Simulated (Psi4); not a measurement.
## Run report: SiH2ClO, geometry relaxation (part 2 of 2)

The same run, continued: SiH2ClO, multiplicity 2, SMILES O[SiH]Cl; PBE0/6-31G*, UKS, dispersion D4 (Psi4 1.11). 

### Trajectory as extended XYZ (Å, eV, eV/Å), 25 frames, from step=0 to step=24
```
5
Properties=species:S:1:pos:R:3:forces:R:3 step=0 energy=-22470.08504
O    -0.7480   -0.4545   -0.8000    0.4590   0.4529   0.7019
Si   -0.0091    0.4330    0.4370   -2.3662   0.2023  -1.3237
Cl    1.5817   -0.4692    1.1743    1.7928  -0.9801   0.7857
H    -1.0089   -1.3423   -0.5335   -0.1200  -0.1774  -0.0208
H     0.3781    1.6559   -0.2635    0.2327   0.4999  -0.1416
5
Properties=species:S:1:pos:R:3:forces:R:3 step=1 energy=-22470.20226
O    -0.7421   -0.4443   -0.7902   -0.1339  -0.4510   0.0595
Si   -0.0436    0.4396    0.4178   -0.6224   0.1631  -0.0684
Cl    1.6066   -0.4795    1.1853    0.5914  -0.3215   0.2662
H    -1.0113   -1.3411   -0.5341    0.0033   0.2058  -0.1428
H     0.3807    1.6668   -0.2658    0.1551   0.4010  -0.1102
5
Properties=species:S:1:pos:R:3:forces:R:3 step=2 energy=-22470.21904
O    -0.7444   -0.4488   -0.7902    0.0118   0.1504  -0.1419
Si   -0.0585    0.4463    0.4130   -0.0676   0.0579   0.0930
Cl    1.6195   -0.4833    1.1893    0.1384  -0.0751   0.0767
H    -1.0118   -1.3341   -0.5386   -0.1681  -0.3864   0.0251
H     0.3836    1.6783   -0.2699    0.0783   0.2512  -0.0479
5
Properties=species:S:1:pos:R:3:forces:R:3 step=3 energy=-22470.22274
O    -0.7454   -0.4478   -0.7930   -0.0775  -0.1325  -0.0356
Si   -0.0637    0.4486    0.4128    0.1108   0.0492   0.0723
Cl    1.6242   -0.4857    1.1909   -0.0084   0.0034   0.0165
H    -1.0151   -1.3388   -0.5400   -0.0679  -0.0746  -0.0556
H     0.3849    1.6848   -0.2723    0.0356   0.1525   0.0071
5
Properties=species:S:1:pos:R:3:forces:R:3 step=4 energy=-22470.22398
O    -0.7473   -0.4496   -0.7946   -0.0336  -0.0758   0.0511
Si   -0.0641    0.4503    0.4132    0.1060  -0.0015  -0.0265
Cl    1.6254   -0.4863    1.1914   -0.0423   0.0249   0.0005
H    -1.0176   -1.3411   -0.5417   -0.0536  -0.0442  -0.0514
H     0.3856    1.6895   -0.2732    0.0160   0.0947   0.0309
5
Properties=species:S:1:pos:R:3:forces:R:3 step=5 energy=-22470.22500
O    -0.7495   -0.4520   -0.7946    0.0040  -0.0272   0.1001
Si   -0.0627    0.4515    0.4126    0.0649  -0.0219  -0.0980
Cl    1.6254   -0.4863    1.1919   -0.0392   0.0282  -0.0048
H    -1.0211   -1.3443   -0.5441   -0.0375  -0.0136  -0.0388
H     0.3862    1.6954   -0.2733    0.0004   0.0327   0.0462
5
Properties=species:S:1:pos:R:3:forces:R:3 step=6 energy=-22470.22579
O    -0.7515   -0.4546   -0.7925    0.0240   0.0049   0.0881
Si   -0.0603    0.4523    0.4107    0.0147  -0.0164  -0.1054
Cl    1.6245   -0.4857    1.1925   -0.0151   0.0214  -0.0050
H    -1.0251   -1.3476   -0.5467   -0.0239   0.0053  -0.0178
H     0.3867    1.7013   -0.2721   -0.0070  -0.0170   0.0449
5
Properties=species:S:1:pos:R:3:forces:R:3 step=7 energy=-22470.22614
O    -0.7524   -0.4563   -0.7899    0.0190   0.0072   0.0348
Si   -0.0586    0.4525    0.4085   -0.0107  -0.0026  -0.0533
Cl    1.6236   -0.4851    1.1931    0.0062   0.0140  -0.0040
H    -1.0279   -1.3496   -0.5480   -0.0181   0.0078  -0.0010
H     0.3868    1.7041   -0.2705   -0.0034  -0.0281   0.0284
5
Properties=species:S:1:pos:R:3:forces:R:3 step=8 energy=-22470.22622
O    -0.7523   -0.4567   -0.7886    0.0078  -0.0021  -0.0014
Si   -0.0583    0.4523    0.4075   -0.0103   0.0003  -0.0082
Cl    1.6234   -0.4848    1.1933    0.0112   0.0123  -0.0041
H    -1.0288   -1.3499   -0.5481   -0.0182   0.0036   0.0045
H     0.3867    1.7040   -0.2694    0.0024  -0.0158   0.0142
5
Properties=species:S:1:pos:R:3:forces:R:3 step=9 energy=-22470.22624
O    -0.7522   -0.4569   -0.7883    0.0026  -0.0070  -0.0123
Si   -0.0585    0.4522    0.4073   -0.0062  -0.0031   0.0090
Cl    1.6234   -0.4846    1.1933    0.0099   0.0126  -0.0043
H    -1.0292   -1.3498   -0.5479   -0.0185   0.0020   0.0050
H     0.3867    1.7034   -0.2688    0.0051  -0.0061   0.0077
5
Properties=species:S:1:pos:R:3:forces:R:3 step=10 energy=-22470.22628
O    -0.7520   -0.4574   -0.7882   -0.0025  -0.0117  -0.0204
Si   -0.0589    0.4518    0.4072   -0.0004  -0.0100   0.0246
Cl    1.6237   -0.4841    1.1932    0.0071   0.0128  -0.0043
H    -1.0303   -1.3498   -0.5475   -0.0183   0.0016   0.0049
H     0.3867    1.7025   -0.2679    0.0070   0.0056   0.0002
5
Properties=species:S:1:pos:R:3:forces:R:3 step=11 energy=-22470.22635
O    -0.7517   -0.4586   -0.7881   -0.0080  -0.0157  -0.0263
Si   -0.0598    0.4509    0.4073    0.0078  -0.0202   0.0398
Cl    1.6244   -0.4828    1.1931    0.0032   0.0115  -0.0031
H    -1.0332   -1.3499   -0.5467   -0.0169   0.0029   0.0042
H     0.3868    1.7011   -0.2660    0.0067   0.0198  -0.0097
5
Properties=species:S:1:pos:R:3:forces:R:3 step=12 energy=-22470.22645
O    -0.7515   -0.4608   -0.7884   -0.0110  -0.0159  -0.0244
Si   -0.0613    0.4492    0.4077    0.0160  -0.0278   0.0437
Cl    1.6256   -0.4803    1.1927    0.0006   0.0066   0.0007
H    -1.0385   -1.3500   -0.5456   -0.0137   0.0067   0.0029
H     0.3871    1.6994   -0.2630    0.0007   0.0285  -0.0180
5
Properties=species:S:1:pos:R:3:forces:R:3 step=13 energy=-22470.22655
O    -0.7515   -0.4632   -0.7889   -0.0077  -0.0089  -0.0125
Si   -0.0626    0.4471    0.4084    0.0184  -0.0241   0.0275
Cl    1.6269   -0.4775    1.1924    0.0025  -0.0013   0.0059
H    -1.0445   -1.3501   -0.5446   -0.0103   0.0102   0.0018
H     0.3873    1.6984   -0.2602   -0.0103   0.0219  -0.0180
5
Properties=species:S:1:pos:R:3:forces:R:3 step=14 energy=-22470.22660
O    -0.7518   -0.4643   -0.7894   -0.0007   0.0011  -0.0003
Si   -0.0631    0.4459    0.4088    0.0145  -0.0122   0.0051
Cl    1.6275   -0.4761    1.1922    0.0071  -0.0072   0.0091
H    -1.0480   -1.3500   -0.5443   -0.0094   0.0093   0.0019
H     0.3870    1.6986   -0.2592   -0.0188   0.0066  -0.0112
5
Properties=species:S:1:pos:R:3:forces:R:3 step=15 energy=-22470.22663
O    -0.7521   -0.4646   -0.7898    0.0046   0.0072   0.0069
Si   -0.0631    0.4454    0.4090    0.0095  -0.0013  -0.0098
Cl    1.6277   -0.4755    1.1922    0.0106  -0.0100   0.0099
H    -1.0498   -1.3496   -0.5443   -0.0096   0.0073   0.0021
H     0.3864    1.6991   -0.2592   -0.0226  -0.0056  -0.0046
5
Properties=species:S:1:pos:R:3:forces:R:3 step=16 energy=-22470.22667
O    -0.7526   -0.4648   -0.7903    0.0098   0.0109   0.0136
Si   -0.0631    0.4446    0.4091    0.0034   0.0108  -0.0225
Cl    1.6281   -0.4749    1.1924    0.0134  -0.0119   0.0090
H    -1.0525   -1.3489   -0.5442   -0.0096   0.0053   0.0019
H     0.3848    1.6997   -0.2595   -0.0242  -0.0177   0.0025
5
Properties=species:S:1:pos:R:3:forces:R:3 step=17 energy=-22470.22675
O    -0.7535   -0.4650   -0.7910    0.0147   0.0112   0.0203
Si   -0.0633    0.4433    0.4091   -0.0044   0.0239  -0.0312
Cl    1.6289   -0.4738    1.1928    0.0139  -0.0126   0.0051
H    -1.0581   -1.3472   -0.5440   -0.0088   0.0033   0.0008
H     0.3813    1.7001   -0.2597   -0.0226  -0.0285   0.0094
5
Properties=species:S:1:pos:R:3:forces:R:3 step=18 energy=-22470.22685
O    -0.7545   -0.4655   -0.7919    0.0154   0.0049   0.0226
Si   -0.0639    0.4414    0.4089   -0.0098   0.0285  -0.0259
Cl    1.6302   -0.4721    1.1933    0.0093  -0.0106  -0.0020
H    -1.0667   -1.3447   -0.5434   -0.0066   0.0026  -0.0010
H     0.3760    1.6999   -0.2596   -0.0155  -0.0285   0.0108
5
Properties=species:S:1:pos:R:3:forces:R:3 step=19 energy=-22470.22692
O    -0.7550   -0.4661   -0.7923    0.0112  -0.0021   0.0171
Si   -0.0646    0.4401    0.4087   -0.0088   0.0186  -0.0069
Cl    1.6313   -0.4708    1.1936    0.0013  -0.0064  -0.0083
H    -1.0736   -1.3427   -0.5428   -0.0047   0.0012  -0.0017
H     0.3719    1.6990   -0.2591   -0.0062  -0.0145   0.0042
5
Properties=species:S:1:pos:R:3:forces:R:3 step=20 energy=-22470.22694
O    -0.7549   -0.4665   -0.7920    0.0069  -0.0034   0.0097
Si   -0.0650    0.4399    0.4087   -0.0048   0.0063   0.0078
Cl    1.6317   -0.4705    1.1935   -0.0034  -0.0036  -0.0099
H    -1.0757   -1.3421   -0.5425   -0.0046  -0.0014  -0.0005
H     0.3706    1.6982   -0.2586   -0.0013  -0.0011  -0.0027
5
Properties=species:S:1:pos:R:3:forces:R:3 step=21 energy=-22470.22695
O    -0.7546   -0.4667   -0.7917    0.0033  -0.0038   0.0055
Si   -0.0652    0.4400    0.4088   -0.0019  -0.0002   0.0133
Cl    1.6318   -0.4705    1.1932   -0.0046  -0.0024  -0.0092
H    -1.0762   -1.3421   -0.5424   -0.0041  -0.0017   0.0005
H     0.3705    1.6978   -0.2585    0.0001   0.0050  -0.0057
5
Properties=species:S:1:pos:R:3:forces:R:3 step=22 energy=-22470.22695
O    -0.7542   -0.4669   -0.7912   -0.0016  -0.0037   0.0013
Si   -0.0654    0.4402    0.4092    0.0011  -0.0059   0.0149
Cl    1.6318   -0.4705    1.1927   -0.0046  -0.0014  -0.0071
H    -1.0768   -1.3420   -0.5423   -0.0028  -0.0011   0.0021
H     0.3703    1.6976   -0.2585    0.0007   0.0090  -0.0069
5
Properties=species:S:1:pos:R:3:forces:R:3 step=23 energy=-22470.22696
O    -0.7538   -0.4672   -0.7906   -0.0060  -0.0024  -0.0009
Si   -0.0657    0.4404    0.4097    0.0023  -0.0074   0.0102
Cl    1.6318   -0.4706    1.1920   -0.0027  -0.0009  -0.0043
H    -1.0780   -1.3418   -0.5423   -0.0012  -0.0004   0.0040
H     0.3697    1.6976   -0.2587    0.0003   0.0081  -0.0047
5
Properties=species:S:1:pos:R:3:forces:R:3 step=24 energy=-22470.22696
O    -0.7537   -0.4672   -0.7903   -0.0074  -0.0006  -0.0002
Si   -0.0657    0.4405    0.4101    0.0011  -0.0043   0.0026
Cl    1.6319   -0.4706    1.1915   -0.0003  -0.0011  -0.0025
H    -1.0791   -1.3415   -0.5422   -0.0003  -0.0003   0.0051
H     0.3690    1.6979   -0.2591   -0.0005   0.0033  -0.0007
```

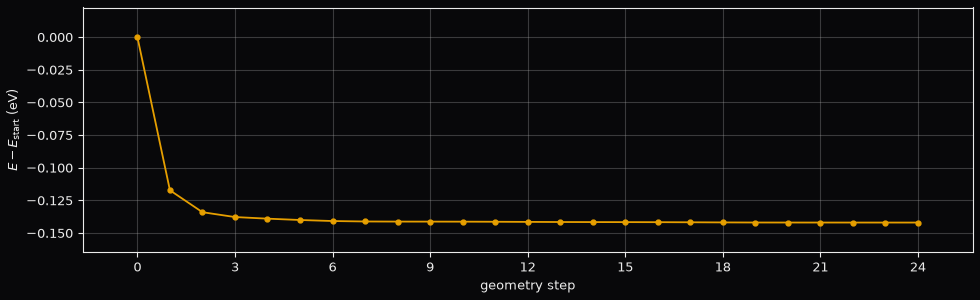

Fig. 1: Progress of the relaxation, step by step (steps are counted from 0).

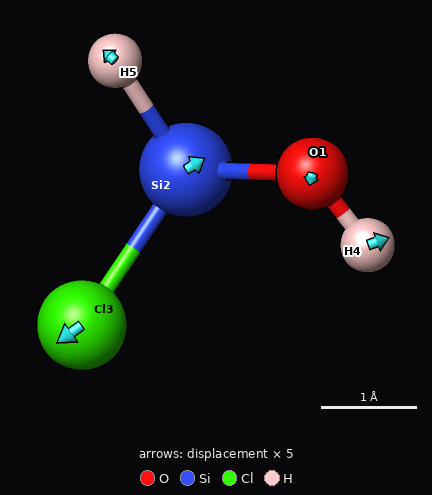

Fig. 2: The starting structure with the displacements as teal arrows, magnified 5 times (ball-and-stick view, seen at a tilt). The two geometries are laid on each other by the best rigid fit. After 24 geometry steps the energy has fallen by 0.142 eV. The largest force component goes from 2.4 to 0.0074 eV/Å. The largest move after the best rigid fit is that of Cl3, 0.068 Å. By element the largest moves are Cl 0.068 Å, H 0.050 Å, Si 0.049 Å, O 0.028 Å. Among the contacts that change: Si2–Cl3 1.972 → 2.079 Å, O1–Si2 1.692 → 1.655 Å, Si2–H5 1.462 → 1.489 Å. Among the angles that change: Si2–O1–H4 113.5° → 116.8°, O1–Si2–H5 101.8° → 105.0°, Cl3–Si2–H5 110.4° → 107.5°. (Atoms are counted from 1 in the order of the input.)

This output came from the following input.

### The input (run.py)
```python
import numpy as np
from ase.calculators.psi4 import Psi4
from ase.io import read
from ase.optimize import BFGS

a = read('clh2osi.sdf')
calc = Psi4(atoms=a, method='pbe0-d4', basis='6-31G*', memory='1600MB', num_threads=1, charge=0, multiplicity=2, label='calc', reference='uks')
a.calc = calc

opt = BFGS(a)
done = opt.run(fmax=0.01, steps=60)
print('converged:', done)
for s, p in zip(a.symbols, a.positions):
    print(f'{s:2s} {p[0]:12.6f} {p[1]:12.6f} {p[2]:12.6f}')
```

### File clh2osi.sdf
```

     RDKit          3D

  5  4  0  0  0  0  0  0  0  0999 V2000
   -0.7480   -0.4545   -0.8000 O   0  0  0  0  0  0  0  0  0  0  0  0
   -0.0091    0.4330    0.4370 Si  0  0  0  0  0  3  0  0  0  0  0  0
    1.5817   -0.4692    1.1743 Cl  0  0  0  0  0  0  0  0  0  0  0  0
   -1.0089   -1.3423   -0.5335 H   0  0  0  0  0  0  0  0  0  0  0  0
    0.3781    1.6559   -0.2635 H   0  0  0  0  0  0  0  0  0  0  0  0
  2  1  1  0
  3  2  1  0
  4  1  1  0
  5  2  1  0
M  RAD  1   2   2
M  END
$$$$
```

Command:
```bash
python run.py
```

### Results in brief

| quantity | value |
| --- | --- |
| outcome | converged |
| total energy | −825.765610 hartree |
| dispersion energy | −0.002997 hartree |
| basis functions | 57 |
| ⟨S²⟩ | 0.752 |
| dipole moment | 1.73 D |
| hardware | 1 thread of Intel Xeon (Granite Rapids), 12 GiB of memory available, shared host |
| wall time | 1.7 min |
| peak memory | 0.73 GiB |
